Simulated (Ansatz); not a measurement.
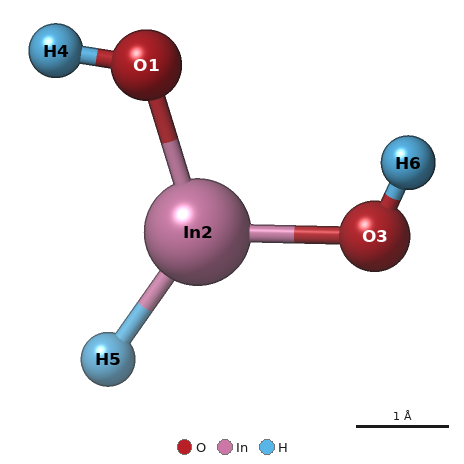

The picture comes from a calculation with Ansatz.

Orthographic view. Distant atoms are faded towards the background colour. Geometry: atoms displaced at random (about 0.02 Å) from a stationary point of PBE0-D4.

Write a Z-matrix (Å, degrees) in the order of the atom numbers, with these reference atoms: 2 to 1; 3 to 2, 1; 4 to 1, 2, 3; 5 to 2, 3, 1; 6 to 3, 2, 5.

```
O  
In   1   1.951
O    2   1.948   1   106.5
H    1   1.003   2   114.9   3  -178.2
H    2   1.740   3   124.4   1  -175.7
H    3   0.922   2   114.1   5  -175.0
```
